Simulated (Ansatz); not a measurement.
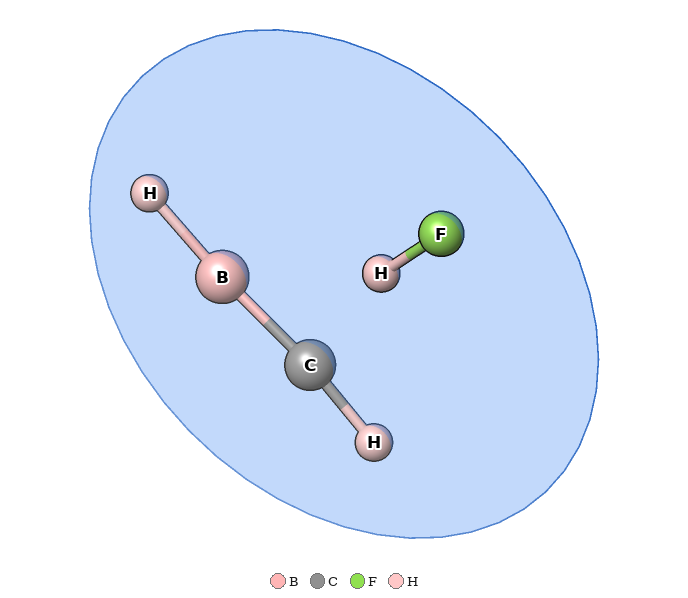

All proper rotation axes (lines) and mirror planes (discs) of the structure are drawn in. Distant atoms are faded towards the background colour. The species has charge −1 and is a spin singlet. The computed structure is the end point of a PBE-D4/def2-SVPD optimisation. No frequency run is at hand to confirm it as a minimum.

### Name the symmetry elements and the point group.

It has 1 mirror plane. Point group Cs. The group has 2 operations. The geometry is achiral, and symmetry allows a dipole moment.
